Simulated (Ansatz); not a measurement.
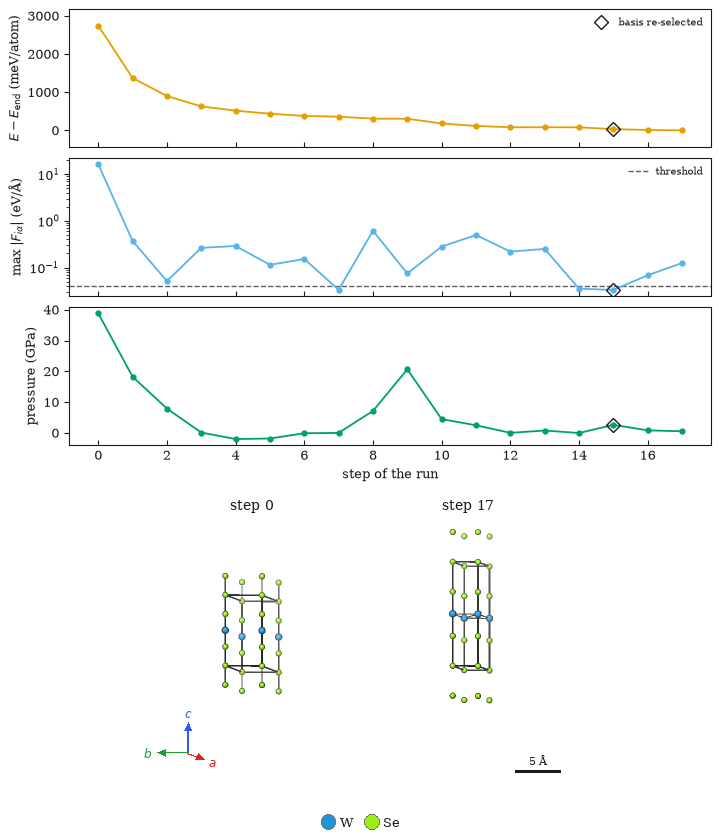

First and last geometry of a relaxation of solid WSe₃ (a generated structure, set up in P6/mmm) (coarse preliminary run), with the history of the run. The picture is a ball-and-stick view of the cell of the calculation, seen from a free direction.

These are results of DFT PBE, scalar-relativistic, plane waves, PAW in Ansatz 0.2.0, not measurements.

The input:
```yaml
crystal:
  lattice:
    - [4.14424088, 0.0, 0.0]
    - [-2.07212044, 3.58901788, 0.0]
    - [0.0, 0.0, 8.13910416]
  atoms:
    - { symbol: W, position: [0.0, 0.0, 0.5] }
    - { symbol: Se, position: [0.0, 0.0, 0.73088915] }
    - { symbol: Se, position: [0.0, 0.0, 0.26911085] }
    - { symbol: Se, position: [0.0, 0.0, 0.0] }
basis:
  ecutwfc: 420
kpoints:
  mp_grid: { grid: [6, 6, 2] }
hamiltonian:
  xc: pbe
scf:
  occupations: { method: gaussian, width: 0.1 }
  lower_state_search: "off"
output:
  forces: true
  stress: true
  eigenvalues: true
  populations: true
magnetization:
  spin_polarized: true
relax:
  adjacent_minimum: "off"
  f_tol: 0.04
  max_steps: 70
  cell: { stress_tol: 0.4 }
```

Run as
```bash
ansatz run input.yaml --threads 1 --pin off --max-ram 2560MiB --backend cpu --events-out ev --progress --plain --runs-dir out
```

What do the curves and the structures tell?

The run was cut off at its time limit before the relaxation converged, so the last structure is only a point on the way. After 16 accepted moves (17 points after the start) the energy has fallen by 2747 meV per atom. Largest force component: 16 eV/Å at the start, 0.13 eV/Å at the end. Pressure: 38.85 GPa at the start and 0.54 GPa at the end. At 1 point the geometry stayed and the basis and grid were re-selected for the new cell (energy shift of 47.6 meV per atom at most each time). The largest moves relative to the cell, 0.22 Å, are those of Se2 and Se3. Se3 goes along +c. W stays in place. The volume changes by −30.4 %, with a = b 4.144 → 2.851 Å (−31.2 %), c 8.139 → 11.962 Å (+47.0 %). Near-neighbour distances that change, for instance: W1–W1 4.144 → 2.851 Å, Se2–Se2 4.144 → 2.851 Å, Se2–Se4 2.190 → 3.437 Å, W1–Se2 1.879 → 2.544 Å. Bonds break: Se2–Se4 (2.19 → 3.44 Å), Se3–Se4 (2.19 → 3.44 Å). The space group stays P6/mmm (No. 191). The run took 3.2 min on 1 thread of Arm Neoverse V2 (shared host), peak memory 0.46 GiB.
